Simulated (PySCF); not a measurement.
Energy landscape of H3Sb, singlet: map of symmetric stretch and umbrella angle. Scanned: Sb-H bond length and angle between the Sb-H bonds and the threefold axis (90 = planar).

Computed with restricted B3LYP/LANL2DZ, with its core potentials past Ne in PySCF.

Energy in mEh above the lowest grid point; x is the Sb-H bond length (Å), y the angle between the Sb-H bonds and the threefold axis (90 = planar) (°).

| y \ x | 1.50 | 1.58 | 1.66 | 1.74 | 1.82 | 1.90 | 1.98 | 2.06 | 2.14 |
|---|---|---|---|---|---|---|---|---|---|
| 130 | 56.4 | 23.3 | 7.3 | 3.8 | 9.3 | 21.1 | 37.4 | 56.8 | 78.2 |
| 126 | 49.9 | 17.9 | 2.8 | 0.0 | 6.0 | 18.3 | 34.9 | 54.5 | 76.0 |
| 122 | 48.2 | 17.1 | 2.7 | 0.5 | 6.8 | 19.2 | 35.9 | 55.5 | 76.9 |
| 118 | 50.8 | 20.5 | 6.8 | 4.9 | 11.4 | 23.9 | 40.4 | 59.7 | 80.9 |
| 114 | 56.8 | 27.5 | 14.5 | 13.0 | 19.7 | 32.0 | 48.3 | 67.2 | 87.9 |
| 110 | 65.4 | 37.3 | 25.2 | 24.3 | 31.3 | 43.6 | 59.5 | 77.8 | 97.8 |
| 106 | 75.3 | 48.8 | 38.0 | 38.1 | 45.7 | 58.1 | 73.7 | 91.5 | 110.6 |
| 102 | 85.2 | 60.3 | 51.1 | 52.8 | 61.7 | 74.9 | 90.6 | 107.9 | 126.2 |
| 98 | 93.3 | 69.9 | 62.5 | 66.1 | 77.0 | 92.1 | 109.2 | 126.7 | 144.4 |
| 94 | 98.6 | 76.3 | 70.0 | 75.0 | 87.8 | 105.4 | 125.6 | 146.1 | 164.6 |
| 90 | 100.5 | 78.5 | 72.6 | 78.2 | 91.6 | 110.2 | 132.0 | 155.6 | 179.8 |

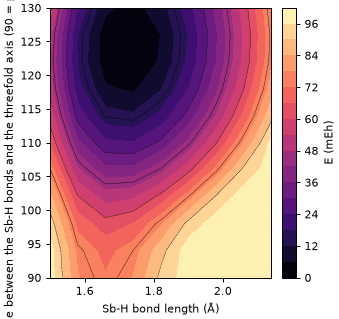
Energy surface, cut off at 99 mEh.

Points that lie below all their neighbours on the grid: x = 1.74, y = 126 (0.0 mEh).
